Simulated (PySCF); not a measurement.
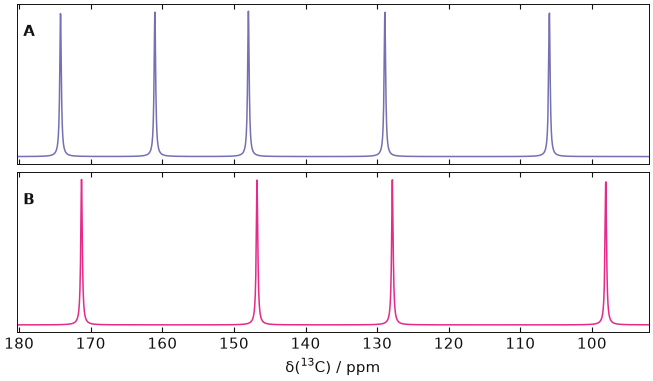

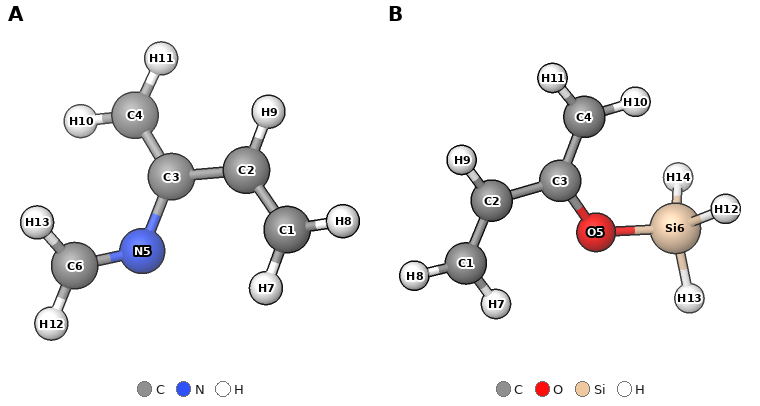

Related molecules: A is C₅H₇N, SMILES C=CC(=C)N=C; B is C₄H₈OSi, SMILES C=CC(=C)O[SiH3]. GIAO ¹³C shifts against TMS, ωB97X-D/pcSseg-2 with PySCF, at a PBE0-D3(BJ)/def2-SVP geometry (no frequency check); fully decoupled, line heights follow the number of nuclei within a panel, widths are arbitrary (no quadrupolar broadening); values of one conformer, averaged over methyl-type rotors and exact or near symmetry; other conformers aren't averaged in.

Assign the ¹³C signals of each molecule.

A: 174.2 (C3); 161.0 (C6); 148.0 (C2); 128.9 (C1); 105.9 (C4)
B: 171.3 (C3); 146.8 (C2); 127.9 (C1); 98.1 (C4)
